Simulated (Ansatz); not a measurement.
```sh
ansatz run in.yaml --threads 4 --pin off --events-out ev --progress --plain --max-ram 10444MiB
```

```yaml
crystal:
  periodic: [false, false, false]
  atoms:
    - {symbol: C, position_ang: [-2.222887, -0.047849, -0.363121]}
    - {symbol: O, position_ang: [-1.020616, 0.690043, -0.340308]}
    - {symbol: B, position_ang: [0.176618, 0.176979, -0.003033]}
    - {symbol: Al, position_ang: [0.626598, -1.835725, 0.628646]}
    - {symbol: Si, position_ang: [1.744654, 1.481296, -0.114785]}
    - {symbol: H, position_ang: [-2.621616, -0.048193, -1.379268]}
    - {symbol: H, position_ang: [-2.944514, 0.428710, 0.302763]}
    - {symbol: H, position_ang: [-2.055811, -1.082230, -0.037502]}
    - {symbol: H, position_ang: [1.284062, -2.891731, -0.369746]}
    - {symbol: H, position_ang: [0.486266, -2.274129, 2.156891]}
    - {symbol: H, position_ang: [2.730126, 1.191654, 0.969905]}
    - {symbol: H, position_ang: [1.372695, 2.922187, -0.032461]}
    - {symbol: H, position_ang: [2.464824, 1.254189, -1.403382]}
basis:
  gaussian: {orbitals: def2-TZVPP}
hamiltonian: {xc: {name: B2PLYP}}
```

Describe the molecule in this file.

Formula CH₈AlBOSi. As SMILES it reads `CO[B]([AlH2])[SiH3]`. Among its groups: Si–H bond. The point group is C1. Coordination: 1 C tetrahedral; 1 O bent; 1 B trigonal planar; 1 Al trigonal planar; 1 Si tetrahedral.

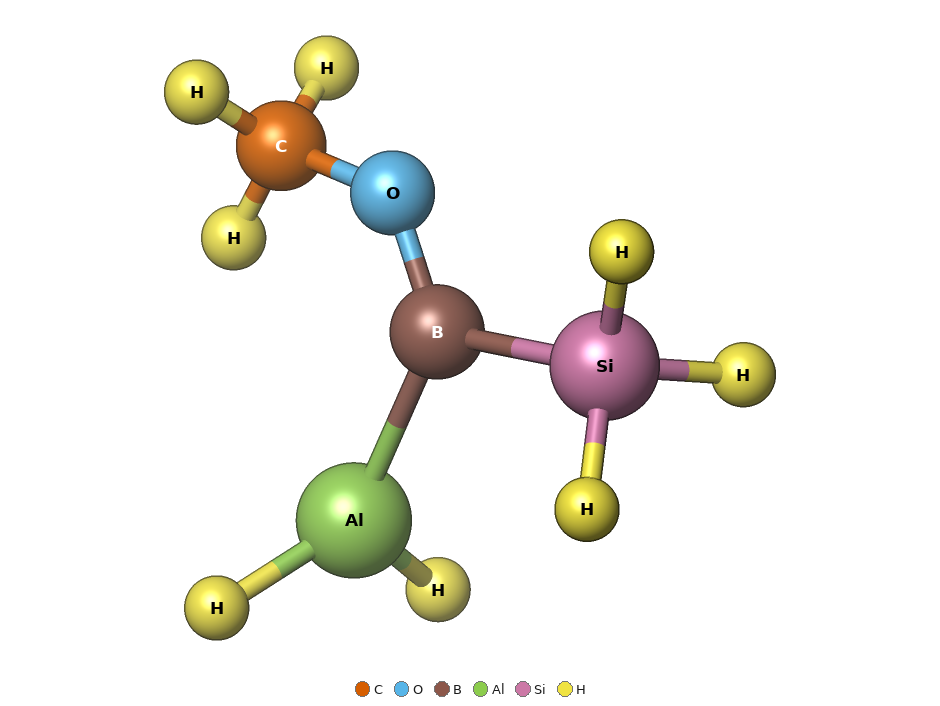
